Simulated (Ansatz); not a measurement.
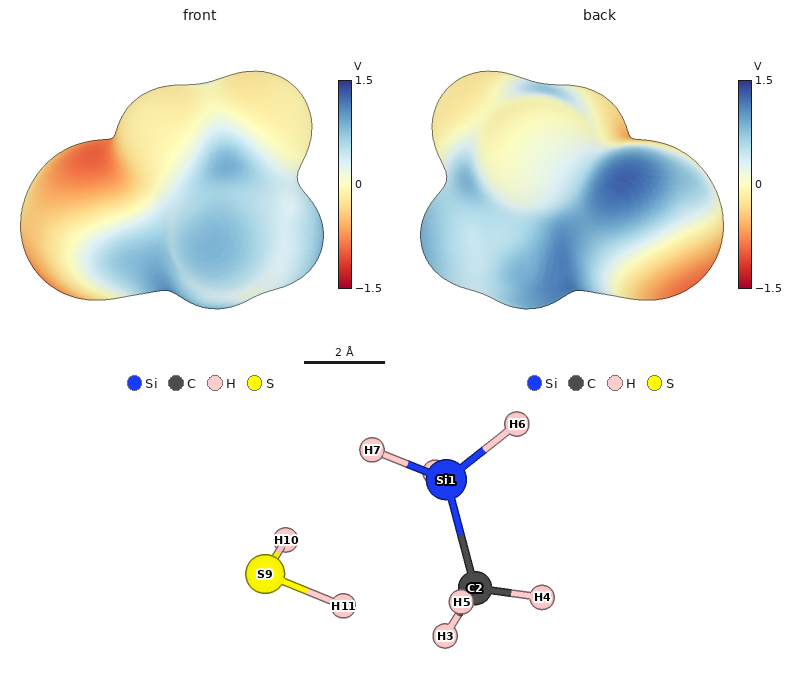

The picture shows: CH6Si···H2S. The electrostatic potential painted on the density surface at 0.002 e/bohr³, seen from the front and from behind; the colour scale runs from red (negative) to blue (positive). The bare structure is drawn below in the same view.

Not at a stationary point (largest force 0.7 eV/Å).

Computed with Ansatz 0.2.0, RKS PBE-D4/def2-SVP.

Input file:

```
crystal:
  periodic: [false, false, false]
  atoms:
    - { symbol: Si, position_ang: [0.0, 0.0, 0.0] }
    - { symbol: C, position_ang: [0.0, 0.0, 2.22] }
    - { symbol: H, position_ang: [-0.9996, -0.3092, 2.5905] }
    - { symbol: H, position_ang: [0.7676, -0.7111, 2.5905] }
    - { symbol: H, position_ang: [0.232, 1.0203, 2.5905] }
    - { symbol: H, position_ang: [1.3768, 0.0, -0.4862] }
    - { symbol: H, position_ang: [-0.6877, 1.1914, -0.4862] }
    - { symbol: H, position_ang: [-0.6877, -1.1914, -0.4862] }
    - { symbol: S, position_ang: [-2.2957, 0.4239, 0.7757] }
    - { symbol: H, position_ang: [-3.1921, -0.3473, 0.0263] }
    - { symbol: H, position_ang: [-1.2571, 0.2322, 1.9581] }
basis:
  gaussian: { orbitals: def2-SVP }
hamiltonian:
  xc: pbe
  dispersion: d4
relax:
  f_tol: 0.15
  max_steps: 25
  restrain:
    - { distance: [0, 8], at: 3.36, k: 30.0 }
    - { distance: [10, 1], at: 2.31, k: 30.0 }
    - { distance: [0, 1], at: 1.87, k: 30.0 }
    - { distance: [10, 8], at: 1.4, k: 30.0 }
output:
  orbitals: {}
```

Launched as:

```sh
ansatz run input.yaml --threads 2 --pin off --max-ram 3072MiB --backend cpu --events-out ev --progress --plain --runs-dir out
```

The fields are those of the run's last geometry, not of the input's.

Q: Describe the electrostatic potential map.

A: The most negative region (about −0.9 V, or −21 kcal/mol for a unit charge) lies over S9, the most positive (about +1.3 V, or +30 kcal/mol for a unit charge) over H10.
